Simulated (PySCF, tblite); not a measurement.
# C₅H₇FO₃: a rotation path, then NMR shifts on frames, part 2 of 2

tblite 0.8.0 and PySCF 2.14.0. Atoms count from 0. Earlier steps stand in the parts before.

### 5 NMR shieldings: image 7, PBE0/pcSseg-1

The job: settings as JSON, then the geometry in Å.

```
{"job": {"kind": "nmr", "xc": "PBE0", "basis": "pcSseg-1", "pop": false}, "charge": 0, "multiplicity": 1}
C      2.726400    -0.395200    -0.224200
C      1.444400    -0.059700     0.476500
O      1.272100    -0.024300     1.663000
O      0.461000     0.207900    -0.410800
C     -0.782400     0.533900     0.153900
C     -1.659900    -0.624800     0.656000
O     -2.730600    -0.183200    -0.194100
C     -1.929900     0.754700    -0.845500
F     -1.626200     0.364400    -2.115800
H      3.522500    -0.504800     0.505800
H      2.968800     0.386400    -0.938400
H      2.600200    -1.324200    -0.775100
H     -0.671900     1.343200     0.881700
H     -1.933000    -0.605000     1.709700
H     -1.289500    -1.612500     0.369700
H     -2.379500     1.752400    -0.923700
```

With the program's defaults for keys left out, this is: GIAO PBE0/pcSseg-1 NMR shielding, non-relativistic, gas phase.

What it wrote:

```text
coarse grid: 14120 points
cycle   1  E = -519.3176194582  dE =  1.645e+00  |g| = 1.102e+00  |ddm| = 3.542e+00
cycle   2  E = -518.9182902511  dE =  3.993e-01  |g| = 1.858e+00  |ddm| = 1.803e+00
cycle   3  E = -519.5180900301  dE = -5.998e-01  |g| = 2.918e-01  |ddm| = 1.278e+00
cycle   4  E = -519.5325926837  dE = -1.450e-02  |g| = 9.915e-02  |ddm| = 2.443e-01
cycle   5  E = -519.5341544805  dE = -1.562e-03  |g| = 2.079e-02  |ddm| = 5.979e-02
cycle   6  E = -519.5342449213  dE = -9.044e-05  |g| = 5.658e-03  |ddm| = 1.625e-02
cycle   7  E = -519.5342508000  dE = -5.879e-06  |g| = 1.722e-03  |ddm| = 4.380e-03
final grid: 138872 points
cycle   8  E = -519.6271029251  dE = -2.537e-05  |g| = 1.673e-02  |ddm| = 2.806e-02
cycle   9  E = -519.6270310143  dE =  7.191e-05  |g| = 2.630e-02  |ddm| = 2.318e-02
cycle  10  E = -519.6271511436  dE = -1.201e-04  |g| = 2.330e-03  |ddm| = 1.481e-02
cycle  11  E = -519.6271521012  dE = -9.576e-07  |g| = 4.706e-04  |ddm| = 1.609e-03
cycle  12  E = -519.6271521354  dE = -3.422e-08  |g| = 1.821e-04  |ddm| = 4.280e-04
cycle  13  E = -519.6271521422  dE = -6.708e-09  |g| = 3.761e-05  |ddm| = 1.454e-04
cycle  14  E = -519.6271521423  dE = -1.901e-10  |g| = 1.678e-05  |ddm| = 3.323e-05
converged SCF energy = -519.6271521423

GIAO shielding tensors (ppm)
atom      isotropic    diamagn.    paramagn.     s11        s22        s33       span
  0 C      164.270     248.061     -83.790    143.294    154.927    194.590     51.296
  1 C       10.374     251.167    -240.793    -92.935     52.305     71.753    164.688
  2 O     -124.472     404.136    -528.608   -408.555   -243.533    278.672    687.227
  3 O      111.621     402.724    -291.103    -62.164    187.068    209.958    272.122
  4 C      115.737     243.158    -127.421     91.582    117.611    138.018     46.436
  5 C      105.158     250.685    -145.527     76.326     86.608    152.539     76.213
  6 O      246.392     398.903    -152.511    151.392    261.355    326.428    175.036
  7 C       68.218     243.144    -174.926     45.838     76.124     82.693     36.855
  8 F      317.931     474.275    -156.344    225.748    320.660    407.386    181.638
  9 H       29.820      26.846       2.974     25.664     28.111     35.685     10.021
 10 H       29.430      28.339       1.091     25.618     28.734     33.938      8.320
 11 H       29.354      28.726       0.627     25.581     28.488     33.992      8.411
 12 H       26.438      31.390      -4.951     23.016     26.401     29.898      6.882
 13 H       26.634      30.504      -3.870     23.626     26.385     29.891      6.265
 14 H       26.953      31.670      -4.718     23.854     26.928     30.076      6.223
 15 H       25.455      28.253      -2.798     21.415     26.012     28.938      7.524
```

Run time: 18 s. Hardware: 1 thread of Intel Xeon 6975P-C, shared host; peak memory 0.86 GiB.

In short: δ C1 176.6, C7 118.7, C5 81.8, C4 71.2, H15 6.26, H12 5.28 ppm.

### 6 NMR shieldings: image 8, PBE0/pcSseg-1

The job: settings as JSON, then the geometry in Å.

```
{"job": {"kind": "nmr", "xc": "PBE0", "basis": "pcSseg-1", "pop": false}, "charge": 0, "multiplicity": 1}
C      2.706100    -0.391300    -0.236000
C      1.415500    -0.116000     0.476100
O      1.205200    -0.250500     1.649700
O      0.475000     0.315500    -0.391200
C     -0.785000     0.598600     0.159500
C     -1.618000    -0.575400     0.699800
O     -2.699300    -0.210900    -0.174100
C     -1.924200     0.717400    -0.866800
F     -1.575200     0.258500    -2.103200
H      3.473400    -0.653100     0.485700
H      3.002600     0.485800    -0.805100
H      2.559300    -1.210900    -0.935900
H     -0.724200     1.443600     0.851900
H     -1.900600    -0.534800     1.750400
H     -1.208400    -1.555800     0.446800
H     -2.409600     1.688200    -1.019200
```

With the program's defaults for keys left out, this is: GIAO PBE0/pcSseg-1 NMR shielding, non-relativistic, gas phase.

What it wrote:

```text
coarse grid: 14120 points
cycle   1  E = -519.3183785041  dE =  1.645e+00  |g| = 1.101e+00  |ddm| = 3.538e+00
cycle   2  E = -518.9219996873  dE =  3.964e-01  |g| = 1.854e+00  |ddm| = 1.795e+00
cycle   3  E = -519.5185431664  dE = -5.965e-01  |g| = 2.918e-01  |ddm| = 1.274e+00
cycle   4  E = -519.5330596837  dE = -1.452e-02  |g| = 9.846e-02  |ddm| = 2.439e-01
cycle   5  E = -519.5345993289  dE = -1.540e-03  |g| = 2.074e-02  |ddm| = 5.933e-02
cycle   6  E = -519.5346894349  dE = -9.011e-05  |g| = 5.647e-03  |ddm| = 1.624e-02
cycle   7  E = -519.5346952746  dE = -5.840e-06  |g| = 1.735e-03  |ddm| = 4.365e-03
final grid: 138872 points
cycle   8  E = -519.6273184446  dE = -2.673e-05  |g| = 1.671e-02  |ddm| = 2.857e-02
cycle   9  E = -519.6272478795  dE =  7.057e-05  |g| = 2.615e-02  |ddm| = 2.316e-02
cycle  10  E = -519.6273667189  dE = -1.188e-04  |g| = 2.285e-03  |ddm| = 1.469e-02
cycle  11  E = -519.6273676442  dE = -9.253e-07  |g| = 4.776e-04  |ddm| = 1.592e-03
cycle  12  E = -519.6273676790  dE = -3.481e-08  |g| = 1.894e-04  |ddm| = 4.357e-04
cycle  13  E = -519.6273676862  dE = -7.198e-09  |g| = 3.842e-05  |ddm| = 1.492e-04
cycle  14  E = -519.6273676864  dE = -1.946e-10  |g| = 1.707e-05  |ddm| = 3.360e-05
converged SCF energy = -519.6273676864

GIAO shielding tensors (ppm)
atom      isotropic    diamagn.    paramagn.     s11        s22        s33       span
  0 C      164.113     248.118     -84.005    143.237    154.551    194.552     51.315
  1 C       10.297     251.388    -241.091    -92.762     52.604     71.047    163.809
  2 O     -124.724     404.198    -528.922   -406.762   -242.936    275.526    682.288
  3 O      112.834     402.816    -289.982    -53.617    180.001    212.117    265.734
  4 C      115.090     243.231    -128.140     93.468    113.074    138.730     45.262
  5 C      105.038     250.486    -145.447     77.227     84.799    153.090     75.863
  6 O      244.585     399.025    -154.440    150.769    260.250    322.736    171.967
  7 C       68.694     243.307    -174.613     46.167     76.380     83.535     37.368
  8 F      318.591     474.776    -156.185    225.422    321.957    408.395    182.973
  9 H       29.847      26.956       2.891     25.738     28.087     35.716      9.978
 10 H       29.436      28.256       1.181     25.652     28.662     33.994      8.342
 11 H       29.309      28.822       0.486     25.514     28.554     33.857      8.343
 12 H       26.645      31.040      -4.396     22.982     26.454     30.498      7.515
 13 H       26.593      30.468      -3.875     23.433     26.392     29.953      6.520
 14 H       26.891      31.858      -4.967     23.626     27.062     29.987      6.361
 15 H       25.497      28.266      -2.769     21.424     26.004     29.062      7.638
```

Wall time 18 s (1 thread of Intel Xeon 6975P-C, shared host); peak memory 0.86 GiB.

In short: δ C1 176.6, C7 118.2, C5 81.9, C4 71.8, H15 6.22, H13 5.12 ppm.

### 7 Comparing the runs: NMR shifts

Shifts (ppm) of some atoms, chosen among heavy atoms and hydrogens apart, with basis size and wall time:

```
  frame    C5    C4   H12   H14     O2     O3    O6  functions  time
image 0  76.9  71.2  5.25  5.09  458.2  216.6  85.9        188  24 s
image 3  79.4  66.0  6.31  5.06  442.1  214.6  87.7        188  18 s
image 7  81.8  71.2  5.28  4.76  460.6  224.5  89.7        188  18 s
image 8  81.9  71.8  5.07  4.83  460.8  223.2  91.5        188  18 s
```

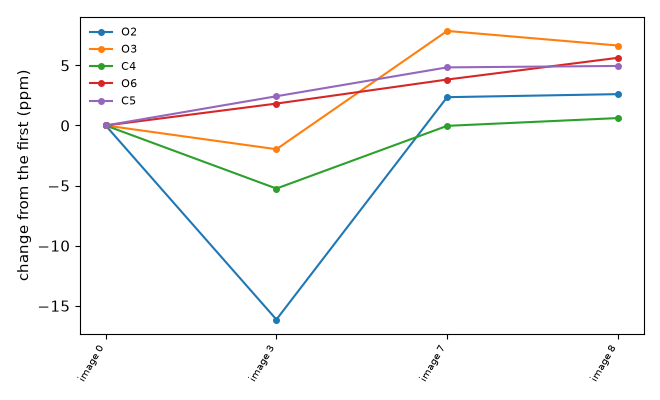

How five of the tabulated atoms move from run to run.

### 8 Summary of results

What follows sums up all 2 parts.

```
                                         quantity                                         value
                                          barrier            0.048 eV (1.1 kcal/mol) at image 7
                            end to end (GFN2-xTB)                                      0.048 eV
  13C shifts against TMS (PBE0/pcSseg-1, image 0)            176.3, 118.8, 76.9, 71.2, 22.5 ppm
   1H shifts against TMS (PBE0/pcSseg-1, image 0)  6.17, 5.25, 5.09, 4.96, 2.38, 2.29, 1.91 ppm
  17O shifts against H2O (PBE0/pcSseg-1, image 0)                        458.2, 216.6, 85.9 ppm
19F shifts against CFCl3 (PBE0/pcSseg-1, image 0)                                    -146.9 ppm
            surface potential, 1st and 99th percentile                            -1.49 V and 1.17 V
                         range of the shift of O2                            442.1 to 460.8 ppm
```

**Reading.** Along the band the dihedral turns by 122°, and the top (dihedral 280°) lies 1.1 kcal/mol above the start (GFN2-xTB, rough), so at room temperature this motion is fast. Ends this close can change order at a higher level. The top was not checked by a frequency run. Shifts at one fixed geometry are not the observed spectrum, which averages over the motion. In the first frame run (image 0): Shielding is most anisotropic at O2 (span 684 ppm, paramagnetic term -526 ppm). Across the 4 runs the shift of O2 moves most, between 442.1 (image 3) and 460.8 ppm (image 8).
